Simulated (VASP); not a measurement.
**A VASP study of Zr2Ir (PBEsol): structure first, properties next**

Aim: relax Zr2Ir with PBEsol, compute its properties on that cell and hold them against experiment. The steps: relaxing cell and atoms (PBEsol), second relaxation, single point with fields (PBEsol), band structure (PBEsol), total and projected DOS (PBEsol), vibrations at Γ (PBEsol) and field gradients at the nuclei (PBEsol). The start is a computed cell from the Materials Project.

Calculated with VASP 6.6.1; PBEsol; plane waves and PAW (Zr_sv, Ir).

Experimental background.

For Zr2Ir, tetragonal CuAl2 type (arc-melted polycrystal annealed at 750 C, 300 K), “Superconducting ground state of nonsymmorphic superconducting compound Zr2Ir” (2021, arxiv:2106.00268) gives, by powder XRD, Rietveld refinement: lattice constant c 5.66 ± 0.01 Å [room-temperature value].

### 1. Set-up

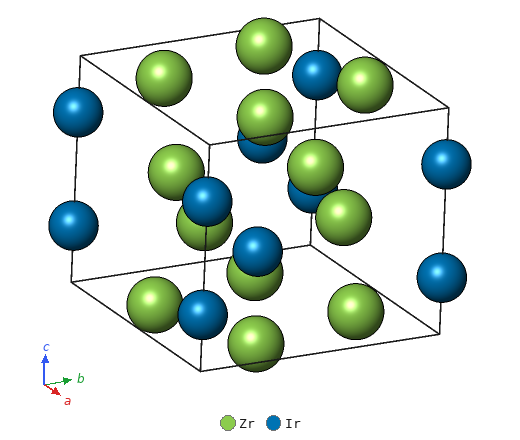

Start, viewed slightly off an axis; zirconium green, iridium blue. This picture shows the conventional cell, with its axes. Some periodic images of atoms are drawn too.

### 2. Relaxing cell and atoms (PBEsol)

Properties are meant for the cell that this level of theory prefers, so cell and atoms are relaxed first (ISIF = 3) until forces and stress are small; EDIFFG sets the threshold. PBEsol restores the gradient expansion of exchange and is tuned for the cells of solids.

Contents of INCAR:

```
SYSTEM = Zr2Ir
PREC = Accurate
ENCUT = 400
EDIFF = 1E-06
NELM = 100
ISMEAR = 1
SIGMA = 0.2
LREAL = .FALSE.
ALGO = Normal
GGA = PS
NBANDS = 40
LASPH = .TRUE.
LORBIT = 11
LWAVE = .FALSE.
LCHARG = .FALSE.
KPAR = 4
IBRION = 2
NSW = 60
ISIF = 3
EDIFFG = -0.01
```

Contents of POSCAR:

```
Zr2Ir
1.0
   -3.2508875500      3.2508875500      2.8968374800
    3.2508875500     -3.2508875500      2.8968374800
    3.2508875500      3.2508875500     -2.8968374800
Zr Ir
4 2
Direct
    0.6739740600      0.1739740600      0.8479481200
    0.3260259400      0.8260259400      0.1520518800
    0.8260259400      0.6739740600      0.5000000000
    0.1739740600      0.3260259400      0.5000000000
    0.7500000000      0.7500000000      0.0000000000
    0.2500000000      0.2500000000      0.0000000000
```

Contents of KPOINTS:

```
Automatic mesh
0
Gamma
5 5 5
0 0 0
```

The projector-augmented-wave data sets are Zr_sv and Ir (PBE family, release 64).

Run with:

```bash
mpirun -np 4 vasp_std
```

The program printed:

```text
[banner, memory and clock lines left out]
running    4 mpi-ranks, on    1 nodes
 distrk:  each k-point on    1 cores,    4 groups
 distr:  one band on    1 cores,    1 groups

 POSCAR found type information on POSCAR ZrIr
 POSCAR found :  2 types and       6 ions
|                                                                             |
|               ----> ADVICE to this user running VASP <----                  |
|                                                                             |
|     You enforced a specific xc type in the INCAR file but a different       |
|     [... a line on the potential file left out ...]
|     I HOPE YOU KNOW WHAT YOU ARE DOING!                                     |
|                                                                             |

 LDA part: xc-table for (Slater+PW92), standard interpolation
 POSCAR, INCAR and KPOINTS ok, starting setup
 FFT: planning ... GRIDC
 FFT: planning ... GRID_SOFT
 FFT: planning ... GRID
 WAVECAR not read
 entering main loop
       N       E                     dE             d eps       ncg     rms          rms(c)
DAV:   1     0.644533375000E+03    0.64453E+03   -0.29076E+04  1440   0.136E+03
DAV:   2    -0.122255344330E+01   -0.64576E+03   -0.62374E+03  1512   0.464E+02
DAV:   3    -0.578184865087E+02   -0.56596E+02   -0.54720E+02  2440   0.107E+02
DAV:   4    -0.628422259107E+02   -0.50237E+01   -0.49768E+01  2208   0.291E+01
DAV:   5    -0.631398075873E+02   -0.29758E+00   -0.29736E+00  2320   0.680E+00    0.276E+01
DAV:   6    -0.605173131447E+02    0.26225E+01   -0.38980E+00  1576   0.116E+01    0.109E+01
DAV:   7    -0.599799571105E+02    0.53736E+00   -0.26082E+00  2232   0.102E+01    0.226E+00
DAV:   8    -0.599737159273E+02    0.62412E-02   -0.26915E-01  2072   0.253E+00    0.163E+00
DAV:   9    -0.599712730702E+02    0.24429E-02   -0.11660E-01  2104   0.225E+00    0.509E-01
DAV:  10    -0.599678532808E+02    0.34198E-02   -0.16828E-02  1992   0.828E-01    0.534E-02
DAV:  11    -0.599679066219E+02   -0.53341E-04   -0.10259E-03  2008   0.132E-01    0.379E-02
DAV:  12    -0.599679026806E+02    0.39413E-05   -0.89461E-05  2192   0.526E-02    0.139E-02
DAV:  13    -0.599679026136E+02    0.66945E-07   -0.41695E-06  1648   0.141E-02
   1 F= -.59967903E+02 E0= -.59967612E+02  d E =-.599679E+02
 curvature:   0.00 expect dE= 0.000E+00 dE for cont linesearch  0.000E+00
 trial: gam= 0.00000 g(F)=  0.239E-03 g(S)=  0.297E+00 ort = 0.000E+00 (trialstep = 0.100E+01)
 search vector abs. value=  0.298E+00
 bond charge predicted
       N       E                     dE             d eps       ncg     rms          rms(c)
DAV:   1    -0.633039802659E+02   -0.33361E+01   -0.12270E+02  1440   0.853E+01    0.239E+01
DAV:   2    -0.606331439080E+02    0.26708E+01   -0.14006E+01  1848   0.279E+01    0.642E+00
DAV:   3    -0.599104330493E+02    0.72271E+00   -0.43142E+00  2128   0.131E+01    0.380E+00
DAV:   4    -0.597401903723E+02    0.17024E+00   -0.14802E+00  2152   0.694E+00    0.292E+00
DAV:   5    -0.597867965561E+02   -0.46606E-01   -0.11640E-01  2320   0.130E+00    0.159E+00
DAV:   6    -0.598214791401E+02   -0.34683E-01   -0.15429E-01  2136   0.135E+00    0.291E-01
DAV:   7    -0.598217441996E+02   -0.26506E-03   -0.85280E-03  2096   0.417E-01    0.178E-01
DAV:   8    -0.598217985037E+02   -0.54304E-04   -0.58326E-04  2000   0.159E-01    0.402E-02
DAV:   9    -0.598217831876E+02    0.15316E-04   -0.82170E-05  2128   0.473E-02    0.100E-02
DAV:  10    -0.598217816082E+02    0.15794E-05   -0.69031E-06  1672   0.160E-02    0.230E-03
DAV:  11    -0.598217821826E+02   -0.57445E-06   -0.36856E-07  1104   0.408E-03
   2 F= -.59821782E+02 E0= -.59821441E+02  d E =0.146120E+00
[... from here on, the cycles between the ionic steps are left out ...]
   3 F= -.60020687E+02 E0= -.60020092E+02  d E =-.527848E-01
   4 F= -.60020704E+02 E0= -.60020104E+02  d E =-.528013E-01
   5 F= -.60029472E+02 E0= -.60029024E+02  d E =-.876768E-02
   6 F= -.60034754E+02 E0= -.60034810E+02  d E =-.140503E-01
   7 F= -.60037835E+02 E0= -.60037490E+02  d E =-.308039E-02
   8 F= -.60037850E+02 E0= -.60037472E+02  d E =-.309548E-02
   9 F= -.60037727E+02 E0= -.60037340E+02  d E =0.122897E-03
 trial-energy change:    0.000123  1 .order    0.000120   -0.000157    0.000397
 step:   0.3290(harm=  0.3290)  dis= 0.00003  next Energy=   -60.037872 (dE=-0.222E-04)
 bond charge predicted
       N       E                     dE             d eps       ncg     rms          rms(c)
DAV:   1    -0.600388993659E+02   -0.11733E-02   -0.36692E-02  1464   0.149E+00    0.345E-01
DAV:   2    -0.600381788461E+02    0.72052E-03   -0.49558E-03  2008   0.515E-01    0.125E-01
DAV:   3    -0.600379379637E+02    0.24088E-03   -0.15694E-03  2152   0.242E-01    0.693E-02
DAV:   4    -0.600378552362E+02    0.82728E-04   -0.61576E-04  2176   0.141E-01    0.457E-02
DAV:   5    -0.600378665720E+02   -0.11336E-04   -0.40294E-05  2048   0.266E-02    0.229E-02
DAV:   6    -0.600378710372E+02   -0.44652E-05   -0.44389E-05  2120   0.234E-02    0.492E-03
DAV:   7    -0.600378710513E+02   -0.14058E-07   -0.30055E-06  1336   0.804E-03
  10 F= -.60037871E+02 E0= -.60037491E+02  d E =-.213661E-04
 curvature:  -0.17 expect dE=-0.563E-06 dE for cont linesearch -0.351E-06
 trial: gam= 0.00000 g(F)=  0.576E-08 g(S)=  0.341E-05 ort =-0.170E-04 (trialstep = 0.996E+00)
 search vector abs. value=  0.341E-05
 reached required accuracy - stopping structural energy minimisation
```

It took 2.8 min on 4 MPI ranks of AMD EPYC 7R43, shared host; peak memory 0.85 GiB; 11 min of CPU time.

The logs omit lines about the potential files and the build; timing stands in the text.

Parts of OUTCAR (step 2):

```text
ion  position               nearest neighbor table
   1  0.674  0.174  0.848-   6 2.81   5 2.81   5 2.81   6 2.81   2 3.20   2 3.22   2 3.22   3 3.40
                             4 3.40   3 3.40   4 3.40   3 3.68   4 3.68   4 3.68   3 3.68
   2  0.326  0.826  0.152-   5 2.81   6 2.81   6 2.81   5 2.81   1 3.20   1 3.22   1 3.22   4 3.40
                             4 3.40   3 3.40   3 3.40   3 3.68   4 3.68   3 3.68   4 3.68
   3  0.826  0.674  0.500-   6 2.81   5 2.81   5 2.81   6 2.81   4 3.20   4 3.22   4 3.22   1 3.40
                             2 3.40   1 3.40   2 3.40   1 3.68   2 3.68   1 3.68   2 3.68
   4  0.174  0.326  0.500-   5 2.81   6 2.81   6 2.81   5 2.81   3 3.20   3 3.22   3 3.22   2 3.40
                             1 3.40   2 3.40   1 3.40   1 3.68   2 3.68   2 3.68   1 3.68
   5  0.750  0.750  0.000-   2 2.81   4 2.81   1 2.81   2 2.81   3 2.81   3 2.81   1 2.81   4 2.81
                             6 2.90   6 2.90
   6  0.250  0.250  0.000-   3 2.81   2 2.81   1 2.81   2 2.81   4 2.81   4 2.81   3 2.81   1 2.81
                             5 2.90   5 2.90

  LATTYP: Found a body centered tetragonal cell.
 ALAT       =     6.5017751000
 C/A-ratio  =     0.8910912591

 Subroutine GETGRP returns: Found 16 space group operations
 (whereof  8 operations were pure point group operations)

The static configuration has the point symmetry C_4h.
 The point group associated with its full space group is D_4h.

 Found     18 irreducible k-points:

   k-points           NKPTS =     18   k-points in BZ     NKDIM =     18   number of bands    NBANDS=     40

   dimension x,y,z NGX =    36 NGY =   36 NGZ =   36
   dimension x,y,z NGXF=    72 NGYF=   72 NGZF=   72

   ENCUT  =  400.0 eV  29.40 Ry    5.42 a.u.   8.86  8.86  8.86*2*pi/ulx,y,z

   NELECT =      66.0000    total number of electrons

 k-points in reciprocal lattice and weights: Automatic mesh
   0.00000000  0.00000000  0.00000000       0.008
   0.20000000  0.00000000 -0.00000000       0.064
   0.40000000  0.00000000 -0.00000000       0.064
   0.20000000  0.20000000 -0.00000000       0.064
   0.40000000  0.20000000 -0.00000000       0.128
  -0.40000000  0.20000000  0.00000000       0.128
  -0.20000000  0.20000000  0.00000000       0.032
   0.40000000  0.40000000 -0.00000000       0.064
  -0.40000000  0.40000000  0.00000000       0.032
[...]
-0.40000000  0.40000000  0.40000000       0.032
  -0.40000000 -0.40000000  0.40000000       0.016

 average (electrostatic) potential at core
       1 -73.9675       2 -73.9675       3 -73.9675       4 -73.9675       5 -48.8299
       6 -48.8299

 E-fermi :   9.2384

 k-point     1 :       0.0000    0.0000    0.0000
  band No.  band energies     occupation
    ...
     27       7.2662      2.00000
     28       7.9372      2.00000
     29       8.5525      2.00001
     30       8.5525      2.00001
     31       8.9651      2.06583
     32       9.7036     -0.00487
     33       9.7036     -0.00487
     34       9.7243     -0.00316
     35       9.7243     -0.00316
     36       9.7387     -0.00230
    ...

 k-point     2 :       0.2000    0.0000   -0.0000
  band No.  band energies     occupation
    ...
     30       8.5227      2.00001
     31       8.6548      2.00029
     32       8.8227      2.01229
     33       9.0259      2.06097
     34       9.0385      2.05023
     35      10.0809     -0.00000
     36      10.0864     -0.00000
     37      10.2762     -0.00000
     38      10.6247     -0.00000
     39      11.1994     -0.00000
    ...

 k-point     3 :       0.4000    0.0000   -0.0000
  band No.  band energies     occupation
    ...
     29       7.3787      2.00000
     30       7.9366      2.00000
     31       8.5605      2.00002
     32       9.0749      1.98881
     33       9.1313      1.77822
     34       9.3146      0.40413
     35       9.6824     -0.00738
     36      10.1476     -0.00000
     37      10.4565     -0.00000
     38      10.7864     -0.00000
    ...

  Total        0.0070623      0.0070623      0.0179948      0.0000000     -0.0000000      0.0000000
  in kB        0.0956977      0.0956977      0.2438396      0.0000000     -0.0000000      0.0000000
  external PRESSURE =       0.1450783 kB  Pullay stress =       0.0000000 kB

  energy-cutoff  :      400.00
  volume of cell :      118.24
      direct lattice vectors                 reciprocal lattice vectors
    -3.229963152  3.229963152  2.833333438     0.000000000  0.154800528  0.176470582
     3.229963152 -3.229963152  2.833333438     0.154800528  0.000000000  0.176470582
     3.229963152  3.229963152 -2.833333438     0.154800528  0.154800528  0.000000000

 POSITION                                       TOTAL-FORCE (eV/Angst)
 -----------------------------------------------------------------------------------
      1.09995      4.32991      0.00000         0.000122      0.000122      0.000000
      2.13001     -1.09995      2.83333        -0.000122     -0.000122     -0.000000
      1.09995      2.13001      2.83333         0.000122     -0.000122     -0.000000
      2.13001      1.09995      0.00000        -0.000122      0.000122     -0.000000
      0.00000      0.00000      4.25000        -0.000000      0.000000     -0.000000
      0.00000      0.00000      1.41667         0.000000      0.000000     -0.000000
 -----------------------------------------------------------------------------------
    total drift:                               -0.000000     -0.000000      0.000000

  FREE ENERGIE OF THE ION-ELECTRON SYSTEM (eV)
  ---------------------------------------------------
  free  energy   TOTEN  =       -60.0378710513 eV

  energy  without entropy=      -60.0367314886  energy(sigma->0) =      -60.03749120

 reached required accuracy - stopping structural energy minimisation

 total charge
# of ion       s       p       d       tot
------------------------------------------
    1        2.223   5.982   1.614   9.820
    2        2.223   5.982   1.614   9.820
    3        2.223   5.982   1.614   9.820
    4        2.223   5.982   1.614   9.820
    5        0.814   0.616   7.094   8.524
    6        0.814   0.616   7.094   8.524
--------------------------------------------------
tot         10.520  25.160  20.646  56.326

[... 3 further parts left out ...]
```

The k-mesh is coarse for a metal. The PAW data sets were made with PBE, which is usual practice but a small mismatch for other functionals. The run keeps the 16 symmetry operations of its start, so it cannot find a distortion of lower symmetry.

Step by step:

```
step  energy less that of the first step (eV)  largest force (eV/Å)  pressure (GPa)  volume (Å³)
   1                                   0.0000                0.0352           -4.53       122.46
   2                                   0.1461                0.5874           10.49       112.50
   3                                  -0.0528                0.2043            0.03       118.98
   4                                  -0.0528                0.2079            0.12       118.91
   5                                  -0.0616                0.1641            0.05       118.75
   6                                  -0.0669                0.0933           -0.04       118.49
   7                                  -0.0699                0.0026           -0.09       118.32
   8                                  -0.0699                0.0038           -0.10       118.31
   9                                  -0.0698                0.0085            0.26       118.06
  10                                  -0.0700                0.0002            0.01       118.24
```

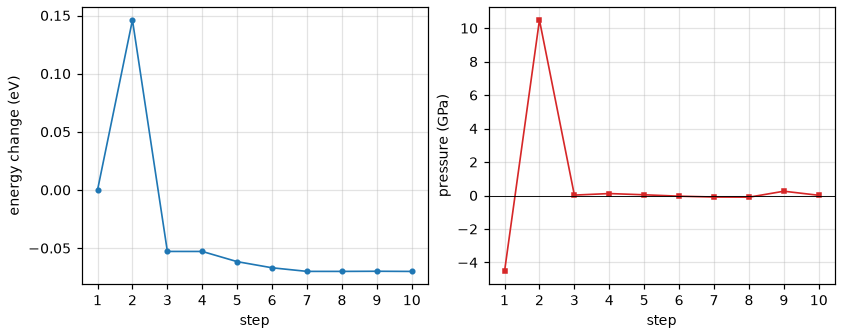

Energy and pressure along the relaxation.

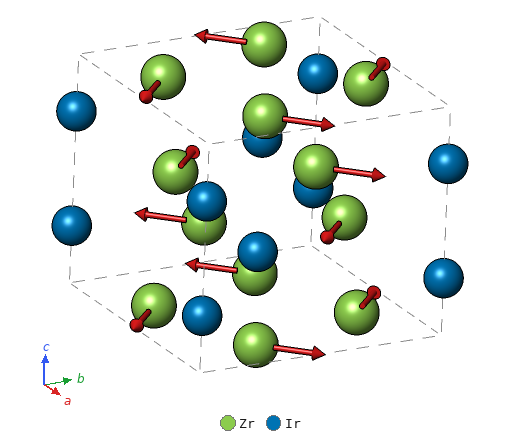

Displacements in the relaxation, exaggerated, measured against the changing cell; the longest in the cell stands for 0.03 Å. Some periodic images of atoms are drawn too.

```
conventional cell, symmetrised  before  after  change
                         a (Å)   6.502  6.460  -0.6 %
                         b (Å)   6.502  6.460  -0.6 %
                         c (Å)   5.794  5.667  -2.2 %
              volume (Å³/atom)   20.41  19.71  -3.4 %
```

The atoms that moved most (Å, as changes of fractional coordinates times the final cell):

| atom | dx | dy | dz | length |
| --- | --- | --- | --- | --- |
| Zr2 | 0.024 | 0.024 | 0.000 | 0.034 |
| Zr1 | -0.024 | -0.024 | 0.000 | 0.034 |
| Zr3 | -0.024 | 0.024 | 0.000 | 0.034 |
| Zr4 | 0.024 | -0.024 | 0.000 | 0.034 |

The relaxed structure:

```cif
data_structure
_symmetry_space_group_name_H-M 'P 1'
_symmetry_Int_Tables_number 1
_cell_length_a 5.3752
_cell_length_b 5.3752
_cell_length_c 5.3752
_cell_angle_alpha 106.132
_cell_angle_beta 106.132
_cell_angle_gamma 116.379
_cell_volume 118.24
loop_
_atom_site_label
_atom_site_type_symbol
_atom_site_fract_x
_atom_site_fract_y
_atom_site_fract_z
_atom_site_occupancy
Zr1 Zr 0.67027 0.17027 0.84055 1
Zr2 Zr 0.32973 0.82973 0.15945 1
Zr3 Zr 0.82973 0.67027 0.50000 1
Zr4 Zr 0.17027 0.32973 0.50000 1
Ir5 Ir 0.75000 0.75000 0.00000 1
Ir6 Ir 0.25000 0.25000 0.00000 1
```

Numbers from this step:

```
electrons                       : 66
bands                           : 40
irreducible k points            : 18
symmetry operations             : 16
free energy (TOTEN)             : -60.0379 eV
energy at zero smearing         : -60.0375 eV
Fermi energy                    : 9.238 eV
pressure                        : 0.01451 GPa
metallic                        : yes
SCF cycles over all ionic steps : 85
```

It ends with forces under 0.001 eV/Å and a pressure of 0.01 GPa.

(Continued in part 2 of 5.)

[Lines on the potential files, build, host, timing and source positions are cut from VASP's logs without a mark.]

[Logs are printed without paths, hosts, clocks, repeated set-up lines and the standing remarks that a program may print on its own settings, such as how far it seeks lower states.]

[Hosts, paths, dates, database ids (printed as entryN), source tags and the programs' standing remarks are cut or masked in the printed files.]

[A measured line is paired with the nearest computed mode of its activity, which favours agreement.]
